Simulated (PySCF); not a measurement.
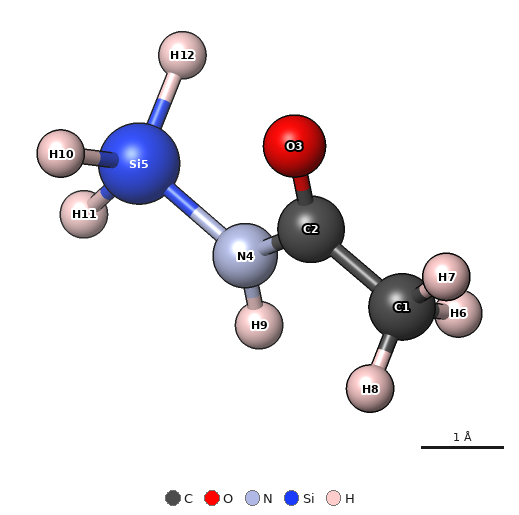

The input geometry (ball-and-stick view, seen at a tilt; atoms are numbered from 1 in the order of the input).

## C2H7NOSi: NMR shielding calculation

- system: C2H7NOSi, SMILES CC(=O)N[SiH3]
- method: GIAO PBE0/pcSseg-0 NMR shielding, non-relativistic, gas phase (PySCF 2.14.0)

The geometry comes from this level: PBE0-D3(BJ)/def2-SVP. Figures and captions count atoms from 1; the log counts them from 0 in places.

Input:
```
{"job": {"kind": "nmr", "xc": "PBE0", "basis": "pcSseg-0", "pop": true}, "charge": 0, "multiplicity": 1}
C      1.959841     0.280049     0.250133
C      0.463852     0.352887     0.426474
O     -0.077156     1.048248     1.266133
N     -0.300646    -0.408391    -0.415560
Si    -2.058244    -0.307179    -0.214594
H      2.245465     0.628578    -0.754454
H      2.440294     0.913004     1.004460
H      2.314930    -0.756209     0.359116
H      0.154799    -0.988467    -1.109869
H     -2.483549    -0.786350     1.128344
H     -2.590552    -1.227743    -1.264284
H     -2.556270     1.072616    -0.464257
```

The first line tells a small driver script what to run in PySCF; the rest is the geometry in Å.

Run on 1 CPU thread, shared host.

Launch command:
```bash
OMP_NUM_THREADS=1 python <driver script> task.json out
```

Log:
```
coarse grid: 10288 points
cycle   1  E = -498.5830732885  dE =  5.055e-01  |g| = 7.818e-01  |ddm| = 3.384e+00
cycle   2  E = -498.0851283774  dE =  4.979e-01  |g| = 1.749e+00  |ddm| = 4.132e+00
cycle   3  E = -498.7071176062  dE = -6.220e-01  |g| = 1.877e-01  |ddm| = 3.222e+00
cycle   4  E = -498.7137195427  dE = -6.602e-03  |g| = 7.563e-02  |ddm| = 2.349e-01
cycle   5  E = -498.7148385526  dE = -1.119e-03  |g| = 1.630e-02  |ddm| = 7.406e-02
cycle   6  E = -498.7148997616  dE = -6.121e-05  |g| = 3.743e-03  |ddm| = 1.861e-02
cycle   7  E = -498.7149027834  dE = -3.022e-06  |g| = 9.032e-04  |ddm| = 5.979e-03
final grid: 94152 points
cycle   8  E = -498.7198478569  dE = -1.005e-05  |g| = 6.634e-03  |ddm| = 1.628e-02
cycle   9  E = -498.7198231303  dE =  2.473e-05  |g| = 1.307e-02  |ddm| = 2.116e-02
cycle  10  E = -498.7198565115  dE = -3.338e-05  |g| = 1.225e-03  |ddm| = 1.594e-02
cycle  11  E = -498.7198568347  dE = -3.231e-07  |g| = 8.205e-05  |ddm| = 1.459e-03
cycle  12  E = -498.7198568364  dE = -1.706e-09  |g| = 4.188e-05  |ddm| = 1.645e-04
cycle  13  E = -498.7198568368  dE = -3.878e-10  |g| = 1.417e-05  |ddm| = 5.510e-05
```

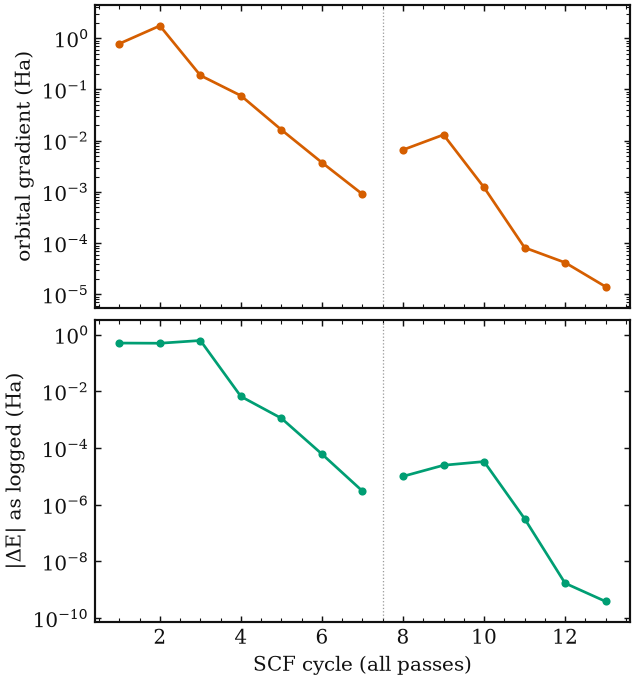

Convergence of the self-consistent field: orbital gradient and size of the energy change against the SCF cycle. The dotted line marks the change from a coarse to the final integration grid. The first 7 cycles use a coarse grid, the final grid takes over at cycle 8, and the field converges after 13 cycles in all.

```
converged SCF energy = -498.7198568368

GIAO shielding tensors (ppm)
atom      isotropic    diamagn.    paramagn.     s11        s22        s33       span
  0 C      166.859     248.288     -81.429    144.149    155.783    200.644     56.494
  1 C        8.859     247.863    -239.005    -85.558      4.657    107.477    193.035
  2 O     -174.472     396.879    -571.351   -553.546   -289.286    319.415    872.961
  3 N      169.295     332.805    -163.511     63.415    172.084    272.385    208.970
  4 Si     445.958     878.542    -432.584    393.135    429.959    514.780    121.645
  5 H       30.352      28.556       1.796     26.581     29.358     35.116      8.535
  6 H       30.936      28.478       2.457     27.313     28.969     36.525      9.211
  7 H       30.403      28.637       1.766     26.587     29.496     35.127      8.539
  8 H       29.760      34.886      -5.125     23.350     29.698     36.233     12.883
  9 H       27.912      28.715      -0.804     23.925     26.389     33.421      9.496
 10 H       28.392      29.061      -0.670     24.823     26.807     33.545      8.723
 11 H       27.915      28.723      -0.809     23.933     26.402     33.409      9.476
```

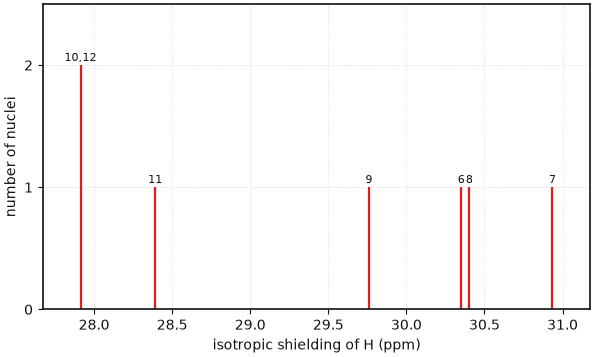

Isotropic shieldings of the hydrogen nuclei in this fixed geometry, labelled by atom number; shielding grows to the right, so chemical shift grows to the left. The least shielded is H10 (27.9 ppm), the most shielded H7 (30.9 ppm).

Results in brief:

| quantity | value |
| --- | --- |
| outcome | converged |
| total energy | −498.719857 hartree |
| HOMO | −7.60 eV |
| LUMO | 0.40 eV |
| dipole moment | 3.65 D |
| isotropic shielding, C | 8.9 to 166.9 ppm |
| isotropic shielding, O | −174.5 ppm |
| isotropic shielding, N | 169.3 ppm |
| isotropic shielding, Si | 446.0 ppm |
| isotropic shielding, H | 27.9 to 30.9 ppm |
| wall time | 4.5 s |
| peak memory | 0.41 GiB |
